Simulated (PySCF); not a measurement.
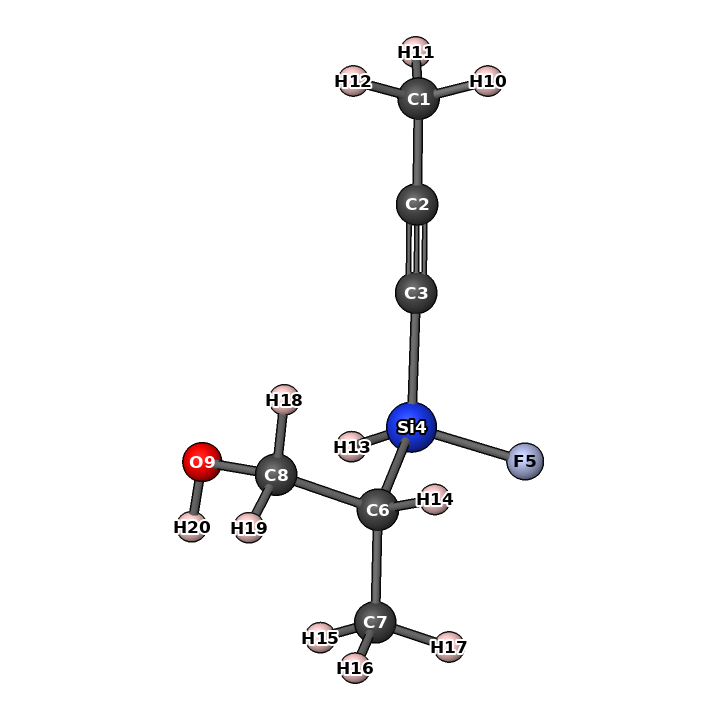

The questions are on IAO charges. Computed geometry: GFN2-xTB optimisation. No frequency run is at hand to confirm it as a minimum. Method: PBE0/pcSseg-1, gas phase (PySCF 2.14.0).

> Which atom carries the highest charge (most positive or least negative)?

Si4 (1.21 e).

> And the lowest?

F5, O9 (−0.54 e).

List the IAO charges.

| atom | value (e) |
| --- | --- |
| C1 | −0.44 |
| C2 | 0.02 |
| C3 | −0.41 |
| Si4 | 1.21 |
| F5 | −0.54 |
| C6 | −0.41 |
| C7 | −0.42 |
| C8 | −0.04 |
| O9 | −0.54 |
| H10 | 0.18 |
| H11 | 0.18 |
| H12 | 0.18 |
| H13 | −0.14 |
| H14 | 0.15 |
| H15 | 0.12 |
| H16 | 0.14 |
| H17 | 0.15 |
| H18 | 0.15 |
| H19 | 0.12 |
| H20 | 0.34 |

The geometry is semi-empirical. Around Si such bond lengths and angles can be off by a tenth of an ångström or more and by several degrees, and values that hang on the shape move with them.
